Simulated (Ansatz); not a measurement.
Al₃H₉O₉ (charge +1, doublet)

```xyz
21

Al   -1.2228   -0.2135    1.3434
Al    0.2504   -0.8098   -1.3953
Al    0.8452    1.4814    0.6933
O     1.1838   -2.4465   -1.6149
O    -2.5670   -0.4052    0.2203
O     0.2522   -0.2081    0.2595
O    -1.3503   -1.3438   -1.8477
O    -1.3972   -1.2563    2.6719
O     2.1433    1.6711    1.7642
O     1.1868    0.1831   -2.4662
O     0.8307    2.2765   -0.8615
O    -0.7206    1.5218    1.6682
H     0.7032   -3.2767   -1.7776
H     2.0133   -2.4603   -2.1238
H    -3.3920   -0.8150    0.5195
H    -2.0822   -0.8692   -1.3735
H    -0.8971   -1.4200    3.4755
H     3.0685    1.9083    1.6743
H     1.1566    1.1344   -2.1922
H     0.9799    3.2186   -1.0082
H    -0.9847    2.1292    2.3707
```

Geometry: r2SCAN-D4/def2-SVP.

Method: UKS PBE0-D4/def2-TZVP (Ansatz 0.2.0).

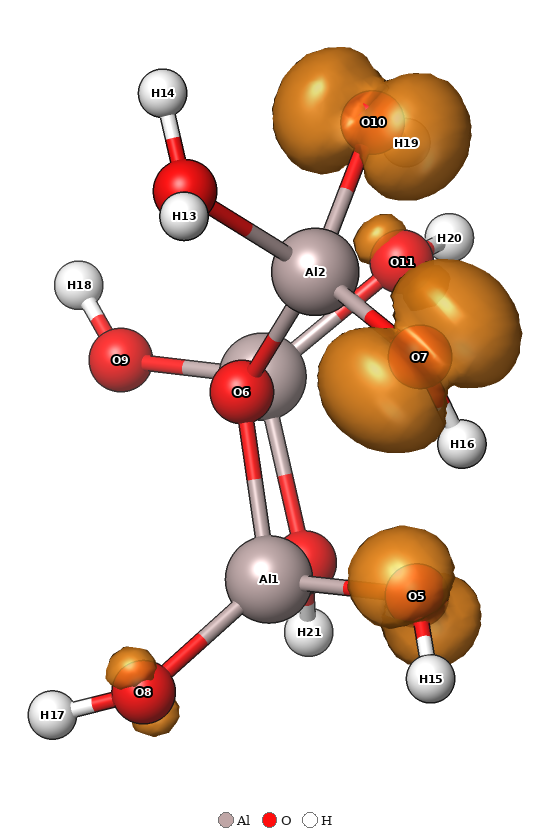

Figure 1. Isosurface of the spin density at +0.04 e/Å³ (orange), seen at an oblique angle.

Question: Where is the unpaired spin?

Answer: The unpaired spin (1 electron) lies mostly on O7 (about 0.5), O10 (about 0.3) and O5 (about 0.1), in electrons by Hirshfeld's partition.

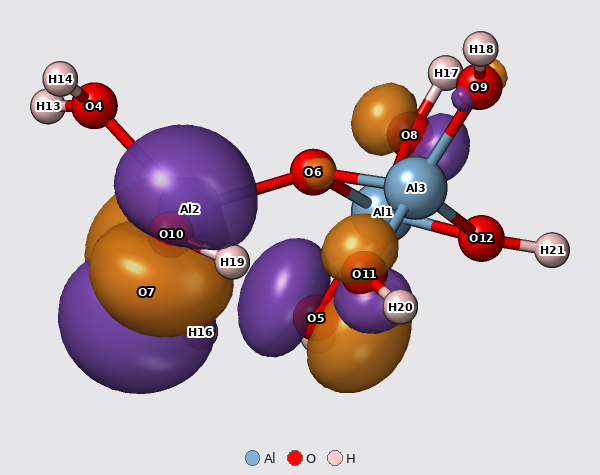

Figure 2. The LUMO (β) at ±0.08 Å⁻³ᐟ² (orange and purple are the two phases), seen from one side.

Question: Describe this orbital and give its energy.

Answer: By Hirshfeld shares it lies mainly on O7 (about 40 %), O10 (about 30 %) and O5 (about 10 %). Its energy is −10.78 eV.

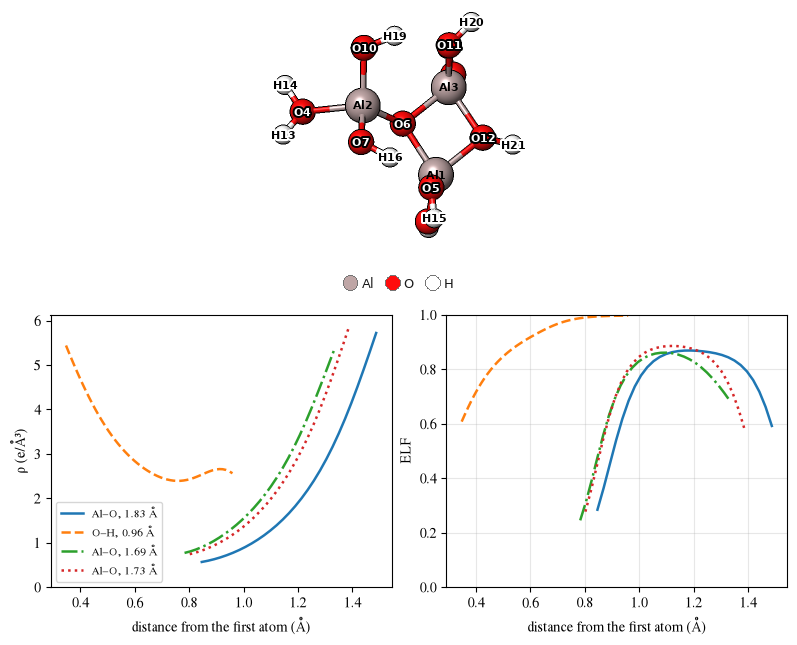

Figure 3. Total electron density and electron localisation function along straight lines between neighbouring atoms. The curves leave out the atomic cores. The structure is drawn too.

Question: What can be read from the curves?

Answer: Al–O (1.83 Å): ρ is about 0.67 e/Å³ halfway; the ELF peaks at about 0.85 in the valence shell of O, 0.6 Å from its nucleus, and is about 0.55 at the midpoint.
O–H (0.96 Å): ρ is about 3.7 e/Å³ halfway; the ELF climbs to about 1 towards the hydrogen, as it does in any bond to H (a covalent bond by its length).
Al–O (1.69 Å): ρ at the midpoint is about 0.9 e/Å³; the ELF peaks at about 0.85 in the valence shell of O, 0.6 Å from its nucleus, and is about 0.50 at the midpoint.
Al–O (1.73 Å): the density is about 0.87 e/Å³ at the midpoint; the ELF peaks at about 0.90 in the valence shell of O, 0.6 Å from its nucleus, and is about 0.55 at the midpoint.

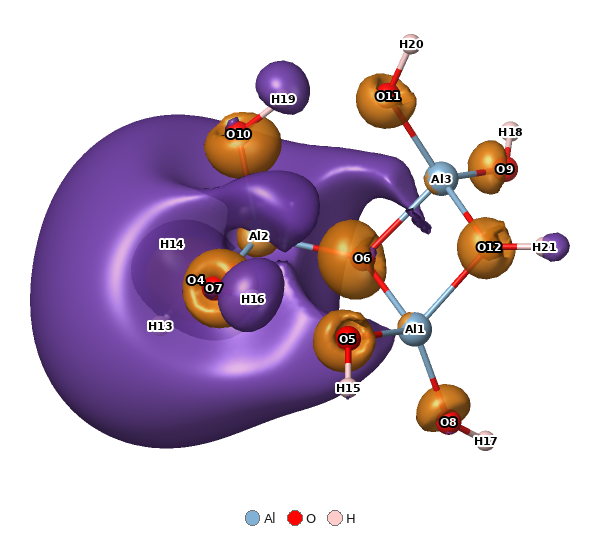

Figure 4. One frontier orbital at ±0.05 Å⁻³ᐟ² (orange and purple are the two phases), seen at a tilt.

Question: Which orbital is it: HOMO (α) or LUMO (α)?

Answer: The LUMO (α), at −4.53 eV. By Hirshfeld shares it lies mainly on H13 (about 20 %), H14 (about 20 %), Al2 (about 20 %) and O4 (about 15 %).
